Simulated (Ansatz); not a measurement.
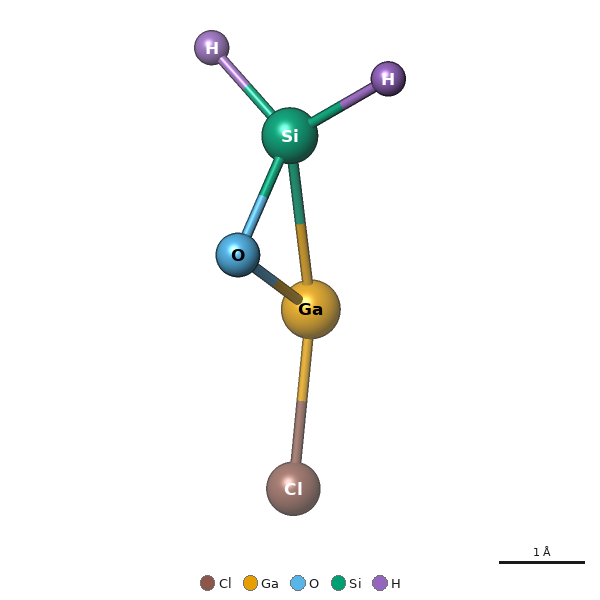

Distant atoms are faded towards the background colour. The computed structure is the end point of a PBE-D4/def2-SVP optimisation. No frequency run is at hand to confirm it as a minimum. Masses are those of the most abundant isotopes; constants are for the rigid equilibrium geometry.

### Classify the rotor and give the rotational constants (GHz).

An asymmetric top (Cs): A = 13.7, B = 1.47, C = 1.35 GHz. Ray's parameter κ is −0.98, close to the prolate limit.
